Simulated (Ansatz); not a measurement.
**Nudged elastic band of GaH$_{4}$Br**

- system: GaH$_{4}$Br
- method: RKS PBE-D4/def2-SVPD (Ansatz 0.2.0)

It belongs to a series of runs on one base structure; here: band between the two ends.

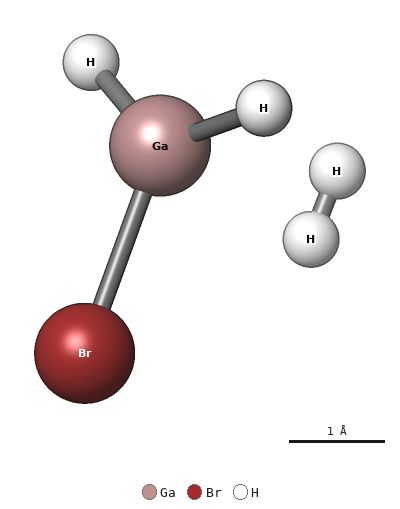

Figure 1. The starting structure (ball-and-stick view, seen at a tilt). Sticks mark near contacts.

### The input
```yaml
crystal:
  periodic: [false, false, false]
  atoms:
    - { symbol: Ga, position_ang: [-0.775736, -0.08095, -0.19844] }
    - { symbol: Br, position_ang: [-0.741334, -1.417869, 1.71409] }
    - { symbol: H, position_ang: [-0.522845, -0.847524, -1.540191] }
    - { symbol: H, position_ang: [-1.163298, 1.415234, 0.052782] }
    - { symbol: H, position_ang: [1.601362, 0.240808, 0.299965] }
    - { symbol: H, position_ang: [1.601852, 0.690501, -0.328106] }
basis:
  gaussian: { orbitals: def2-SVPD }
hamiltonian:
  xc: pbe
  dispersion: d4
neb:
  order_check: false
  images: 5
  f_tol: 0.03
  max_iterations: 60
  final_atoms:
    - { symbol: Ga, position_ang: [-0.3559049, 0.34852558, -0.63882948] }
    - { symbol: Br, position_ang: [0.12001079, -1.21540238, 1.7765135] }
    - { symbol: H, position_ang: [-0.67890999, -0.78448428, -1.67270857] }
    - { symbol: H, position_ang: [-1.3170029, 1.4572449, -0.08848512] }
    - { symbol: H, position_ang: [1.01001146, -0.35119428, 0.90620985] }
    - { symbol: H, position_ang: [1.22179653, 0.54551045, -0.28260019] }
  initial_path:
    images:
      - { positions_ang: [[-0.775736, -0.08095, -0.19844], [-0.741334, -1.417869, 1.71409], [-0.522845, -0.847524, -1.540191], [-1.163298, 1.415234, 0.052782], [1.601362, 0.240808, 0.299965], [1.601852, 0.690501, -0.328106]] }
      - { positions_ang: [[-0.71555581, 0.00635001, -0.30524527], [-0.48048884, -1.363257, 1.75161299], [-0.58627779, -0.80820337, -1.61600696], [-1.22252602, 1.44034562, -0.01714385], [1.48284648, 0.11936949, 0.43501478], [1.522003, 0.60559525, -0.2481317]] }
      - { positions_ang: [[-0.65537562, 0.09365003, -0.41205054], [-0.21964368, -1.308645, 1.78913598], [-0.64971059, -0.76888273, -1.69182292], [-1.28175405, 1.46545724, -0.08706969], [1.36433095, -0.00206902, 0.57006457], [1.44215399, 0.5206895, -0.1681574]] }
      - { positions_ang: [[-0.59519544, 0.18095004, -0.51885581], [0.04120148, -1.254033, 1.82665898], [-0.71314338, -0.7295621, -1.76763887], [-1.34098207, 1.49056885, -0.15699554], [1.24581543, -0.12350754, 0.70511435], [1.36230499, 0.43578374, -0.0881831]] }
      - { positions_ang: [[-0.51543192, 0.23680855, -0.55884703], [0.06747125, -1.24115613, 1.80994382], [-0.70173225, -0.74786949, -1.73599544], [-1.33298901, 1.47946087, -0.13415873], [1.1672141, -0.19940312, 0.77214618], [1.31546884, 0.47235931, -0.1529888]] }
      - { positions_ang: [[-0.43566841, 0.29266707, -0.59883825], [0.09374102, -1.22827925, 1.79322866], [-0.69032112, -0.76617689, -1.704352], [-1.32499596, 1.46835288, -0.11132193], [1.08861278, -0.2752987, 0.83917802], [1.26863269, 0.50893488, -0.21779449]] }
      - { positions_ang: [[-0.3559049, 0.34852558, -0.63882948], [0.12001079, -1.21540238, 1.7765135], [-0.67890999, -0.78448428, -1.67270857], [-1.3170029, 1.4572449, -0.08848512], [1.01001146, -0.35119428, 0.90620985], [1.22179653, 0.54551045, -0.28260019]] }
```

Run as:
```bash
ansatz run input.yaml --threads 2 --pin off --max-ram 3072MiB --backend cpu --events-out ev --progress --plain --runs-dir out
```

### What the program printed
```
Engine: ansatz 0.2.0, x86_64-unknown-linux-gnu
Functional definition: PBE
  parameter kappa = 0.804
  parameter beta = 0.06672455060314922
  exchange = pbe_x(kappa = kappa, mu = beta*pi^2/3)
  correlation = pbe_c(beta = beta)
1110 factors; their error is unknown
mean field evaluation 1: about -122454.3199 eV, gradient 3.3e1 eV
mean field evaluation 2: about -122453.3023 eV, gradient 4.7e1 eV
mean field evaluation 4: about -122455.9386 eV, gradient 1.9e0 eV
mean field evaluation 8: about -122455.9510 eV, gradient 9.4e-2 eV
mean field evaluation 16: about -122455.9141 eV, gradient 3.5e-5 eV
mean field -122455.91411826 eV, -4500.1718402462 hartree, gradient 3.5e-5 eV, S^2 0.000000; 0 other end points of the search recorded, 0 dependent functions left out
the calculation of the forces begins
reference -122455.91416691 eV, -4500.1718420340 hartree; 35, 35 occupied and 76, 76 virtual orbitals, 1110 factors
1110 factors; their error is unknown
mean field -122454.87651648 eV, -4500.1337090840 hartree, gradient 3.5e-5 eV, S^2 0.000000; 0 other end points of the search recorded, 0 dependent functions left out
[... from here on the field's lines of each further geometry are left out, up to the last ...]
NEB iter   1: max|band force component| = 1.686e0 eV/Å  barrier→ = 1.2373 eV  barrier← = 0.2011 eV  Δτ_max = 0.2000 Å  (179 SCF iters)
NEB iter   2: max|band force component| = 1.023e0 eV/Å  barrier→ = 1.0362 eV  barrier← = 0.0000 eV  Δτ_max = 0.1858 Å  (153 SCF iters)
NEB iter   3: max|band force component| = 6.432e-1 eV/Å  barrier→ = 1.0362 eV  barrier← = 0.0000 eV  Δτ_max = 0.0552 Å  (143 SCF iters)
NEB iter   4: max|band force component| = 2.085e-1 eV/Å  barrier→ = 1.0063 eV  barrier← = -0.0298 eV  CI = image 5  Δτ_max = 0.0619 Å  (139 SCF iters)
NEB iter   5: max|band force component| = 9.289e-2 eV/Å  barrier→ = 1.0290 eV  barrier← = -0.0071 eV  CI = image 5  Δτ_max = 0.0355 Å  (140 SCF iters)
NEB iter   6: max|band force component| = 8.490e-2 eV/Å  barrier→ = 1.0347 eV  barrier← = -0.0014 eV  CI = image 5  Δτ_max = 0.0243 Å  (138 SCF iters)
NEB iter   7: max|band force component| = 5.627e-2 eV/Å  barrier→ = 1.0360 eV  barrier← = -0.0001 eV  CI = image 5  Δτ_max = 0.0163 Å  (139 SCF iters)
NEB iter   8: max|band force component| = 3.021e-2 eV/Å  barrier→ = 1.0364 eV  barrier← = 0.0002 eV  CI = image 5  Δτ_max = 0.0100 Å  (130 SCF iters)
the calculation of the forces begins
reference -122454.99767365 eV, -4500.1381615281 hartree; 35, 35 occupied and 76, 76 virtual orbitals, 1110 factors
1110 factors; their error is unknown
mean field -122454.87515149 eV, -4500.1336589217 hartree, gradient 1.1e-5 eV, S^2 0.000000; 1 other end points of the search recorded, 0 dependent functions left out
the calculation of the forces begins
reference -122454.87520054 eV, -4500.1336607244 hartree; 35, 35 occupied and 76, 76 virtual orbitals, 1110 factors
NEB iter   9: max|band force component| = 1.598e-2 eV/Å  barrier→ = 1.0365 eV  barrier← = 0.0004 eV  CI = image 5  Δτ_max = 0.0000 Å  (262 SCF iters)
```

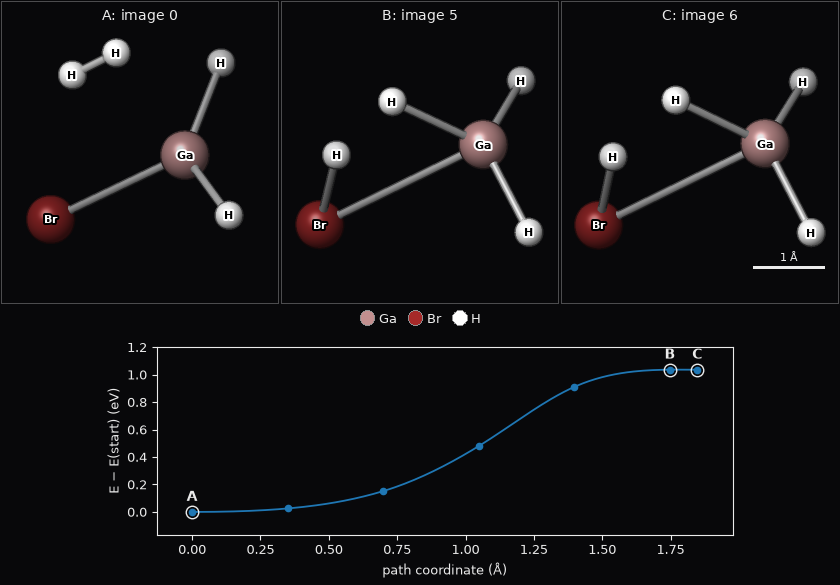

Figure 2. Images of the last band (counted from 0; ball-and-stick, seen at a tilt) above the energy along the path; the line is a cubic interpolation that uses the forces. The highest image is number 5, 1.037 eV above the start and 0.000 eV above the end (the climbing image); the end lies 1.036 eV above the start. The path is 1.85 Å long. The band converged in 9 iterations.

```
Total energy: -122454.97720294 eV, -4500.1374092434 hartree
Atom 0 at    -0.369401     0.328505    -0.615735 Å, force    -0.010322    -0.003482     0.000285 eV/Å
Atom 1 at     0.119968    -1.202012     1.756032 Å, force    -0.010761    -0.007057     0.005376 eV/Å
Atom 2 at    -0.661102    -0.795966    -1.663234 Å, force     0.000935     0.000792     0.000591 eV/Å
Atom 3 at    -1.302844     1.460668    -0.073901 Å, force     0.001163    -0.000013    -0.000309 eV/Å
Atom 4 at     0.994620    -0.312390     0.845378 Å, force     0.012982     0.010067    -0.008889 eV/Å
Atom 5 at     1.218760     0.521396    -0.248441 Å, force     0.006003    -0.000307     0.002947 eV/Å
Dipole moment:     0.034966     0.103408    -0.132745 e Å
this run last wrote the band of iteration 9 to [file]
```

### The last band as extended XYZ (Å, eV, eV/Å)
```
6
Properties=species:S:1:pos:R:3:forces:R:3 image=0 energy=-122456.01368
Ga   -0.7757   -0.0809   -0.1984    0.0078   0.0070  -0.0064
Br   -0.7413   -1.4179    1.7141   -0.0036  -0.0024   0.0021
H    -0.5228   -0.8475   -1.5402   -0.0056   0.0070   0.0097
H    -1.1633    1.4152    0.0528   -0.0008  -0.0127  -0.0040
H     1.6014    0.2408    0.3000    0.0009  -0.0053   0.0074
H     1.6019    0.6905   -0.3281    0.0012   0.0064  -0.0088
6
Properties=species:S:1:pos:R:3:forces:R:3 image=1 energy=-122455.98819
Ga   -0.7229   -0.0409   -0.2333   -0.0323  -0.0264   0.0244
Br   -0.5257   -1.3498    1.7041   -0.1044  -0.0340   0.0061
H    -0.5312   -0.8131   -1.5818    0.0051  -0.0128   0.0213
H    -1.1716    1.4400    0.0057    0.0054  -0.0138   0.0206
H     1.4266    0.1514    0.3614    0.0768   0.0464  -0.0350
H     1.5249    0.6126   -0.2559    0.0494   0.0406  -0.0374
6
Properties=species:S:1:pos:R:3:forces:R:3 image=2 energy=-122455.86167
Ga   -0.6590    0.0104   -0.2805   -0.1724  -0.1633   0.1623
Br   -0.3098   -1.2813    1.6936   -0.3313  -0.0958   0.0023
H    -0.5443   -0.7897   -1.6227    0.0446  -0.0021   0.0575
H    -1.1852    1.4654   -0.0335    0.0539  -0.0347   0.0344
H     1.2742    0.0608    0.4275    0.2290   0.1760  -0.1574
H     1.4241    0.5346   -0.1843    0.1763   0.1199  -0.0992
6
Properties=species:S:1:pos:R:3:forces:R:3 image=3 energy=-122455.53351
Ga   -0.5616    0.1023   -0.3715   -0.4005  -0.4484   0.4746
Br   -0.1147   -1.2260    1.6932   -0.5346  -0.1031  -0.0696
H    -0.5723   -0.7904   -1.6539    0.1435   0.0262   0.0375
H    -1.2186    1.4832   -0.0511    0.1477   0.0115   0.0267
H     1.1447   -0.0375    0.5148    0.3748   0.4615  -0.5037
H     1.3225    0.4685   -0.1314    0.2690   0.0522   0.0345
6
Properties=species:S:1:pos:R:3:forces:R:3 image=4 energy=-122455.10224
Ga   -0.4531    0.2237   -0.5005   -0.2256  -0.2892   0.3189
Br    0.0393   -1.1958    1.7134   -0.2199   0.0218  -0.1200
H    -0.6144   -0.8008   -1.6623    0.1256  -0.0150  -0.0001
H    -1.2628    1.4778   -0.0566    0.1072   0.0498   0.0451
H     1.0438   -0.1619    0.6513    0.1320   0.4051  -0.5216
H     1.2473    0.4571   -0.1452    0.0807  -0.1726   0.2777
6
Properties=species:S:1:pos:R:3:forces:R:3 image=5 energy=-122454.97715
Ga   -0.3694    0.3285   -0.6157   -0.0103  -0.0035   0.0003
Br    0.1200   -1.2020    1.7560   -0.0108  -0.0071   0.0054
H    -0.6611   -0.7960   -1.6632    0.0009   0.0008   0.0006
H    -1.3028    1.4607   -0.0739    0.0012   0.0000  -0.0003
H     0.9946   -0.3124    0.8454    0.0130   0.0101  -0.0089
H     1.2188    0.5214   -0.2484    0.0060  -0.0003   0.0029
6
Properties=species:S:1:pos:R:3:forces:R:3 image=6 energy=-122454.97751
Ga   -0.3559    0.3485   -0.6388    0.0102   0.0011  -0.0039
Br    0.1200   -1.2154    1.7765    0.0070   0.0115  -0.0159
H    -0.6789   -0.7845   -1.6727    0.0018   0.0080   0.0129
H    -1.3170    1.4572   -0.0885    0.0055  -0.0086  -0.0019
H     1.0100   -0.3512    0.9062   -0.0071  -0.0114   0.0143
H     1.2218    0.5455   -0.2826   -0.0175  -0.0007  -0.0055
```

### Key numbers

```tsv
quantity	value
outcome	converged
barrier, forward	1.036 eV
barrier, backward	0.000 eV
hardware	2 threads of Intel Xeon @ 2.90GHz (Ice Lake), 16 GiB of memory available, shared host
wall time	76 s (CPU time 2.4 min)
peak memory	0.18 GiB
```

### Remarks

The order of the saddle point was not checked.
